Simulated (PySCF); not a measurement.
# HSe−: NMR shifts at several levels of theory

Aim: compute the NMR shifts of HSe− (`[SeH-]`) at several levels, and see how far they spread and what each costs.

The runs use PySCF 2.14.0, with density-fitted response routines of our own; the level of theory stands in each step. All values are computed, except where a source is named. Atoms are numbered from 0 throughout.

**1. The starting structure**

2 atoms, charge -1, multiplicity 1; geometry from: GFN2-xTB.

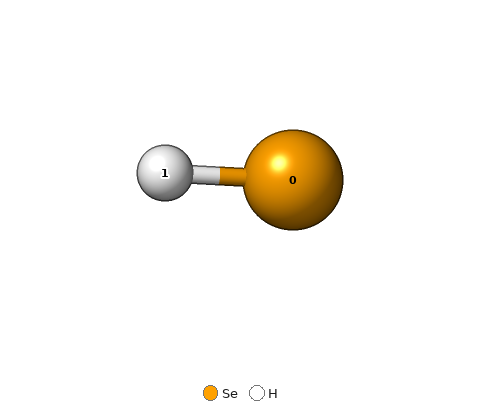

As it starts; selenium orange, hydrogen white, atoms numbered.

**2. Relaxing the molecule at PBE0-D3(BJ)/def2-SVP**

Job settings and geometry (Å):

```
{"job": {"xc": "PBE0", "basis": "def2-SVP", "d3": "d3bj", "grid": 1, "kind": "geom"}, "charge": -1, "multiplicity": 1}
Se     0.000000     0.000000     0.000000
H      0.000000     0.000000     1.374970
```

What it wrote:

```text
step   0  E = -2401.58789904  max force = 0.054480
step   1  E = -2401.59274610  max force = 0.006224
step   2  E = -2401.59283733  max force = 0.001527
step   3  E = -2401.59284282  max force = 0.000064
optimisation converged
```

Wall time 4.1 s (2 threads of Intel Xeon at 2.50GHz (Skylake/Cascade Lake), shared host).

Along the way:

```tsv
step	energy from step 0 (eV)	largest force component (eV/Å)
0	0.0000	2.8015
1	-0.1319	0.3201
2	-0.1344	0.0785
3	-0.1345	0.0033
```

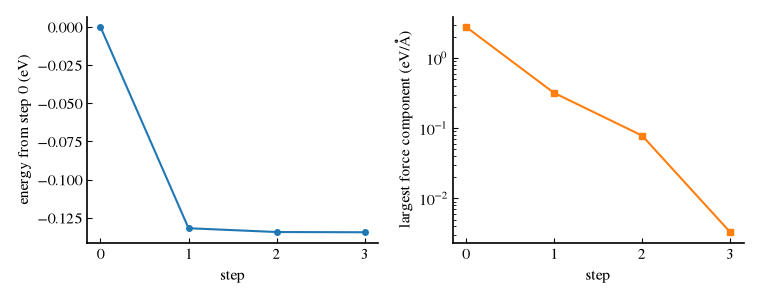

Energy and largest force along the relaxation.

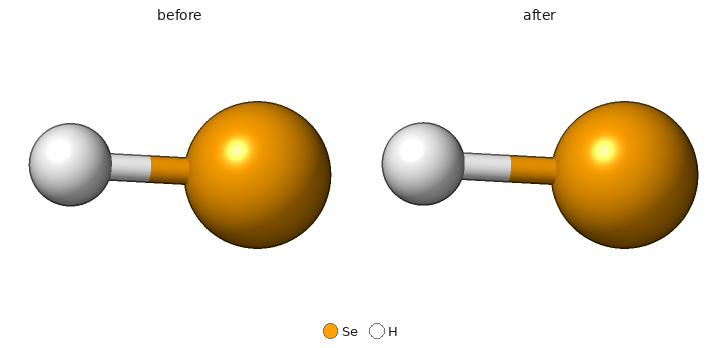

The geometry before (left) and after (right).

The bond:

```tsv
bond	before (Å)	after (Å)	change (Å)
Se0–H1	1.375	1.480	+0.105
```

The final coordinates are the input of the step that follows.

```tsv
at the end point	value
point group (found at 0.08 Å tolerance)	C∞v
rotational constants (GHz, main isotopes)	231.9, 231.9
```

**3. NMR shieldings: PBE0/pcSseg-2**

Job settings and geometry (Å):

```
{"job": {"kind": "nmr", "xc": "PBE0", "basis": "pcSseg-2", "pop": false}, "charge": -1, "multiplicity": 1}
Se    -0.000000    -0.000000    -0.052314
H      0.000000     0.000000     1.427284
```

With the program's defaults for keys left out, this is: GIAO PBE0/pcSseg-2 NMR shielding, non-relativistic, gas phase.

What it wrote:

```text
coarse grid: 9808 points
cycle   1  E = -2401.8958963903  dE = -1.175e+00  |g| = 8.416e-01  |ddm| = 1.100e+00
cycle   2  E = -2401.9208769348  dE = -2.498e-02  |g| = 4.196e-01  |ddm| = 1.083e+00
cycle   3  E = -2401.9482371128  dE = -2.736e-02  |g| = 9.332e-02  |ddm| = 5.550e-01
cycle   4  E = -2401.9505752449  dE = -2.338e-03  |g| = 5.340e-02  |ddm| = 1.486e-01
cycle   5  E = -2401.9509216965  dE = -3.465e-04  |g| = 1.619e-03  |ddm| = 3.506e-02
cycle   6  E = -2401.9509222929  dE = -5.964e-07  |g| = 6.402e-04  |ddm| = 1.891e-03
final grid: 18448 points
cycle   7  E = -2401.9509161404  dE = -1.529e-08  |g| = 7.063e-04  |ddm| = 1.137e-03
cycle   8  E = -2401.9509161438  dE = -3.469e-09  |g| = 8.231e-04  |ddm| = 9.881e-04
cycle   9  E = -2401.9509162249  dE = -8.101e-08  |g| = 4.892e-05  |ddm| = 4.286e-04
cycle  10  E = -2401.9509162256  dE = -6.976e-10  |g| = 4.763e-06  |ddm| = 4.636e-05
converged SCF energy = -2401.9509162256

GIAO shielding tensors (ppm)
atom      isotropic    diamagn.    paramagn.     s11        s22        s33       span
  0 Se    2501.046    3003.556    -502.510   2247.472   2247.472   3008.195    760.722
  1 H       35.394      32.491       2.903     27.937     27.937     50.307     22.370
```

It took 3.1 s on 2 threads of Intel Xeon at 2.50GHz (Skylake/Cascade Lake), shared host.

Shifts follow as δ = σ(reference) − σ, with reference shieldings (ppm) from runs at the same level and on the same kind of geometry: ¹H TMS 31.25, ⁷⁷Se Me2Se 1766. The references are single molecules in the gas phase.

```tsv
atoms	environment	σ (ppm)	δ (ppm)
H1	hydrogen on a selenium	35.39	-4.15
Se0	selenium bonded to H	2501	-735
```

**4. Nuclear shieldings: PBE/pcSseg-2**

Job settings and geometry (Å):

```
{"job": {"kind": "nmr", "xc": "PBE", "basis": "pcSseg-2", "pop": false}, "charge": -1, "multiplicity": 1}
Se    -0.000000    -0.000000    -0.052314
H      0.000000     0.000000     1.427284
```

With the program's defaults for keys left out, this is: GIAO PBE/pcSseg-2 NMR shielding, non-relativistic, gas phase.

What it wrote:

```text
coarse grid: 9808 points
cycle   1  E = -2401.8131137829  dE = -1.113e+00  |g| = 9.987e-01  |ddm| = 1.127e+00
cycle   2  E = -2401.8095654104  dE =  3.548e-03  |g| = 6.265e-01  |ddm| = 1.383e+00
cycle   3  E = -2401.8677371793  dE = -5.817e-02  |g| = 2.023e-01  |ddm| = 9.509e-01
cycle   4  E = -2401.8792292328  dE = -1.149e-02  |g| = 1.003e-01  |ddm| = 3.251e-01
cycle   5  E = -2401.8804701486  dE = -1.241e-03  |g| = 2.786e-03  |ddm| = 6.957e-02
cycle   6  E = -2401.8804715694  dE = -1.421e-06  |g| = 1.920e-03  |ddm| = 4.138e-03
final grid: 18448 points
cycle   7  E = -2401.8804630508  dE =  8.696e-07  |g| = 2.688e-03  |ddm| = 4.225e-03
cycle   8  E = -2401.8804613424  dE =  1.708e-06  |g| = 3.716e-03  |ddm| = 5.594e-03
cycle   9  E = -2401.8804649930  dE = -3.651e-06  |g| = 1.635e-04  |ddm| = 3.208e-03
cycle  10  E = -2401.8804650012  dE = -8.176e-09  |g| = 5.037e-05  |ddm| = 2.314e-04
cycle  11  E = -2401.8804650016  dE = -3.961e-10  |g| = 6.934e-07  |ddm| = 3.183e-05
converged SCF energy = -2401.8804650016

GIAO shielding tensors (ppm)
atom      isotropic    diamagn.    paramagn.     s11        s22        s33       span
  0 Se    2485.606    3003.317    -517.711   2224.478   2224.478   3007.861    783.382
  1 H       35.641      32.486       3.155     28.284     28.284     50.355     22.072
```

It took 4.2 s on 2 threads of Intel Xeon at 2.50GHz (Skylake/Cascade Lake), shared host.

In short: δ Se0 -807, H1 -4.46 ppm.

**5. NMR shieldings: wB97X-D/pcSseg-2**

Job settings and geometry (Å):

```
{"job": {"kind": "nmr", "xc": "wB97X-D", "basis": "pcSseg-2", "pop": false}, "charge": -1, "multiplicity": 1}
Se    -0.000000    -0.000000    -0.052314
H      0.000000     0.000000     1.427284
```

Level: GIAO wB97X-D/pcSseg-2 NMR shielding, non-relativistic, gas phase.

What it wrote:

```text
coarse grid: 9808 points
cycle   1  E = -2402.2501761329  dE = -1.252e+00  |g| = 8.308e-01  |ddm| = 1.077e+00
cycle   2  E = -2402.2921503994  dE = -4.197e-02  |g| = 3.696e-01  |ddm| = 8.340e-01
cycle   3  E = -2402.3038758248  dE = -1.173e-02  |g| = 3.961e-02  |ddm| = 2.453e-01
cycle   4  E = -2402.3040670782  dE = -1.913e-04  |g| = 1.227e-02  |ddm| = 3.728e-02
cycle   5  E = -2402.3040857696  dE = -1.869e-05  |g| = 4.471e-03  |ddm| = 1.222e-02
cycle   6  E = -2402.3040891509  dE = -3.381e-06  |g| = 1.036e-03  |ddm| = 5.953e-03
final grid: 18448 points
cycle   7  E = -2402.3038923670  dE = -3.789e-07  |g| = 8.989e-04  |ddm| = 1.574e-03
cycle   8  E = -2402.3038924223  dE = -5.532e-08  |g| = 8.063e-04  |ddm| = 9.217e-04
cycle   9  E = -2402.3038924826  dE = -6.034e-08  |g| = 8.328e-05  |ddm| = 3.463e-04
cycle  10  E = -2402.3038924836  dE = -9.768e-10  |g| = 1.314e-05  |ddm| = 5.742e-05
converged SCF energy = -2402.3038924836

GIAO shielding tensors (ppm)
atom      isotropic    diamagn.    paramagn.     s11        s22        s33       span
  0 Se    2479.651    3003.631    -523.981   2215.307   2215.307   3008.338    793.032
  1 H       35.623      32.796       2.826     28.233     28.233     50.403     22.170
```

Wall time 4.1 s (2 threads of Intel Xeon at 2.50GHz (Skylake/Cascade Lake), shared host).

This run: δ Se0 -735, H1 -4.27 ppm.

**6. Nuclear shieldings: KT2/pcSseg-2**

Job settings and geometry (Å):

```
{"job": {"kind": "nmr", "xc": "KT2", "basis": "pcSseg-2", "pop": false}, "charge": -1, "multiplicity": 1}
Se    -0.000000    -0.000000    -0.052314
H      0.000000     0.000000     1.427284
```

With the program's defaults for keys left out, this is: GIAO KT2/pcSseg-2 NMR shielding, non-relativistic, gas phase.

What it wrote:

```text
coarse grid: 9808 points
cycle   1  E = -2411.5284175684  dE = -1.081e+00  |g| = 5.942e-01  |ddm| = 1.052e+00
cycle   2  E = -2411.4897991105  dE =  3.862e-02  |g| = 5.362e-01  |ddm| = 1.524e+00
cycle   3  E = -2411.5764477754  dE = -8.665e-02  |g| = 3.081e-01  |ddm| = 1.049e+00
cycle   4  E = -2411.5878470111  dE = -1.140e-02  |g| = 4.148e-02  |ddm| = 1.755e-01
cycle   5  E = -2411.5883782892  dE = -5.313e-04  |g| = 6.563e-03  |ddm| = 6.032e-02
cycle   6  E = -2411.5883916043  dE = -1.332e-05  |g| = 2.436e-03  |ddm| = 9.143e-03
cycle   7  E = -2411.5883936656  dE = -2.061e-06  |g| = 1.739e-04  |ddm| = 2.643e-03
final grid: 18448 points
cycle   8  E = -2411.5883831830  dE =  2.095e-09  |g| = 2.371e-04  |ddm| = 5.819e-04
cycle   9  E = -2411.5883831730  dE =  1.000e-08  |g| = 3.731e-04  |ddm| = 6.361e-04
cycle  10  E = -2411.5883831983  dE = -2.529e-08  |g| = 3.092e-05  |ddm| = 3.019e-04
cycle  11  E = -2411.5883831987  dE = -3.429e-10  |g| = 3.909e-06  |ddm| = 4.225e-05
converged SCF energy = -2411.5883831987

GIAO shielding tensors (ppm)
atom      isotropic    diamagn.    paramagn.     s11        s22        s33       span
  0 Se    2510.353    3008.081    -497.729   2259.215   2259.215   3012.629    753.414
  1 H       35.649      32.607       3.041     28.269     28.269     50.408     22.138
```

Wall time 4.3 s (2 threads of Intel Xeon at 2.50GHz (Skylake/Cascade Lake), shared host).

In short: δ Se0 -779, H1 -4.47 ppm.

**7. Nuclear shieldings: HF/pcSseg-2**

Job settings and geometry (Å):

```
{"job": {"kind": "nmr", "xc": "HF", "basis": "pcSseg-2", "pop": false}, "charge": -1, "multiplicity": 1}
Se    -0.000000    -0.000000    -0.052314
H      0.000000     0.000000     1.427284
```

With the program's defaults for keys left out, this is: GIAO HF/pcSseg-2 NMR shielding, non-relativistic, gas phase.

What it wrote:

```text
final grid: 18448 points
cycle   1  E = -2400.4389514397  dE = -1.323e+00  |g| = 5.306e-01  |ddm| = 1.045e+00
cycle   2  E = -2400.4742556312  dE = -3.530e-02  |g| = 1.489e-01  |ddm| = 6.440e-01
cycle   3  E = -2400.4770509380  dE = -2.795e-03  |g| = 1.579e-02  |ddm| = 1.199e-01
cycle   4  E = -2400.4771781457  dE = -1.272e-04  |g| = 5.315e-03  |ddm| = 2.024e-02
cycle   5  E = -2400.4771942731  dE = -1.613e-05  |g| = 1.972e-03  |ddm| = 6.589e-03
cycle   6  E = -2400.4771966488  dE = -2.376e-06  |g| = 7.258e-04  |ddm| = 3.052e-03
cycle   7  E = -2400.4771967752  dE = -1.264e-07  |g| = 1.460e-04  |ddm| = 8.044e-04
cycle   8  E = -2400.4771967856  dE = -1.039e-08  |g| = 2.380e-05  |ddm| = 3.010e-04
cycle   9  E = -2400.4771967862  dE = -5.257e-10  |g| = 3.369e-06  |ddm| = 7.573e-05
converged SCF energy = -2400.4771967862

GIAO shielding tensors (ppm)
atom      isotropic    diamagn.    paramagn.     s11        s22        s33       span
  0 Se    2511.751    3003.272    -491.522   2263.388   2263.389   3008.475    745.087
  1 H       35.341      33.121       2.220     27.773     27.773     50.477     22.704
```

It took 1.5 s on 2 threads of Intel Xeon at 2.50GHz (Skylake/Cascade Lake), shared host.

In short: δ Se0 -596, H1 -3.66 ppm.

**8. Comparing the runs: NMR shifts**

Shifts (ppm), with basis size and wall time:

```tsv
run	H1	Se0	functions	time
PBE0/pcSseg-2	-4.15	-735	77	3.1 s
PBE/pcSseg-2	-4.46	-807	77	4.2 s
wB97X-D/pcSseg-2	-4.27	-735	77	4.1 s
KT2/pcSseg-2	-4.47	-779	77	4.3 s
HF/pcSseg-2	-3.66	-596	77	1.5 s
```

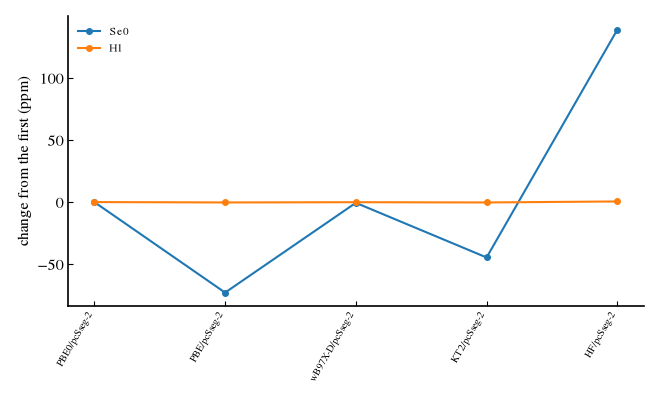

How the tabulated atoms move from run to run.

**9. What came out**

| quantity | value |
| --- | --- |
| point group | C∞v |
| rotational constants (main isotopes) | 231.95, 231.95 GHz |
| ¹H shifts against TMS (PBE0/pcSseg-2) | -4.15 ppm |
| ⁷⁷Se shifts against Me2Se (PBE0/pcSseg-2) | -735 ppm |
| range of the shift of Se0 | -807 to -596 ppm |

What this shows: Single values in the summary come from the first run of each kind that ended normally (PBE0/pcSseg-2), which need not be the best level. The optimisation took 3 steps and gained 0.135 eV; among the close pairs (by a distance rule), Se0–H1 changed most, from 1.375 to 1.480 Å. At PBE0/pcSseg-2: The widest tensor belongs to Se0: span 761 ppm, with a paramagnetic part of -503 ppm. In ppm, Se0 moves most: its shift spreads over 212 ppm, from -807 (PBE/pcSseg-2) to -596 (HF/pcSseg-2). Most of that comes from the computed reference, not from the atom's own shielding. Spin-orbit coupling is left out, which matters for shieldings and couplings at and beside the heavy atoms. At PBE0/pcSseg-2 the HOMO lies above zero (+0.21 eV), as often for anions in the gas phase: self-interaction error lifts it, or the electron is held by the finite basis alone; counter-ions and solvent are missing.
